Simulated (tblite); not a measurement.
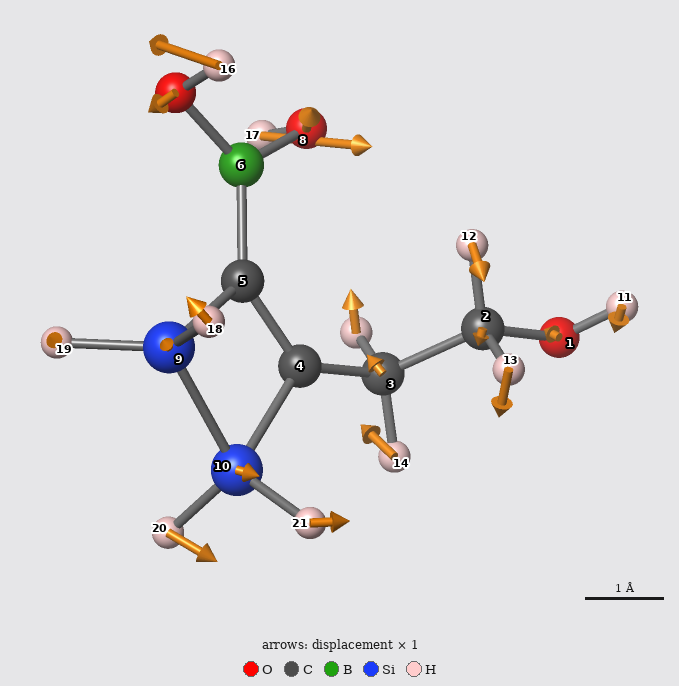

A relaxation of C4H11BO3Si2. The starting structure is drawn; orange arrows show the displacements, at their true length. The two geometries are superimposed by the best rigid fit.

Style: ball-and-stick. Shown at a tilt.

Computed with GFN2-xTB geometry optimisation, gas phase in tblite. 

Question: Atoms of which element are displaced furthest, and by how much?

Answer: Hydrogen: up to 1.83 Å, against 0.62 Å for oxygen.

Question: Describe the change and its energy.

Answer: After 269 geometry steps the energy has fallen by 3.115 eV. An H atom moves most after the best rigid fit: 1.83 Å. Largest moves by element: H 1.83 Å, O 0.62 Å, C 0.33 Å, Si 0.33 Å, B 0.11 Å. Among the contacts that change: Si–Si 2.004 → 2.339 Å, B–O 1.472 → 1.368 Å, B–O 1.454 → 1.357 Å, C–C 1.414 → 1.352 Å. Bond angles that change, for instance: H–Si–H 118.4° → 104.3°, B–O–H 104.1° → 116.5°, H–Si–H 118.6° → 106.9°. Groups turn about B–O by about 90°, B–O by about 90°, C–C by about 25°. The run took 4.9 s on 1 thread of Arm Neoverse N1, on a shared host.
